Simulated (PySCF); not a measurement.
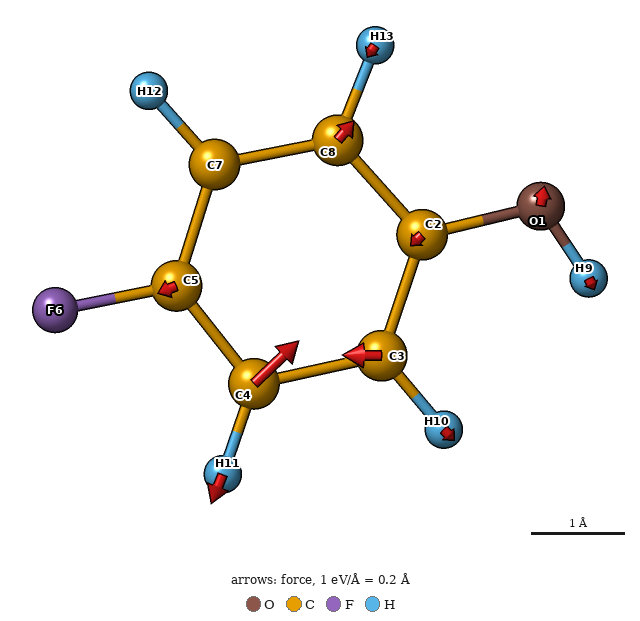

Starting geometry of C6H5FO with the computed forces as red arrows. Style: ball-and-stick. Shown at a tilt.

The start comes from GFN2-xTB. Its atoms were then displaced at random by about 0.01 Å.

These are results of PySCF 2.14.0, density-fitted response routines, PBE0-D3(BJ)/def2-TZVP geometry optimisation, gas phase, not measurements. 

> What follows when this structure is relaxed?

It isn't relaxed: the largest force vector, on C4, is 3.44 eV/Å. The final displacements follow the starting forces only in part (cosine between the two patterns 0.76). After 8 geometry steps the energy has fallen by 3.21 kcal/mol. The largest move after the best rigid fit is that of H13, 0.032 Å. Largest moves by element: H 0.032 Å, C 0.031 Å, O 0.025 Å, F 0.005 Å. Near-neighbour distances that change, for instance: C4–H11 1.037 → 1.083 Å, C3–C4 1.432 → 1.387 Å, C8–H13 1.109 → 1.083 Å, C3–H10 1.062 → 1.086 Å. Among the angles between lasting bonds that change: C2–C8–H13 116.5° → 119.0°, C5–C4–H11 122.3° → 119.8°, C4–C5–C7 124.0° → 121.6°.
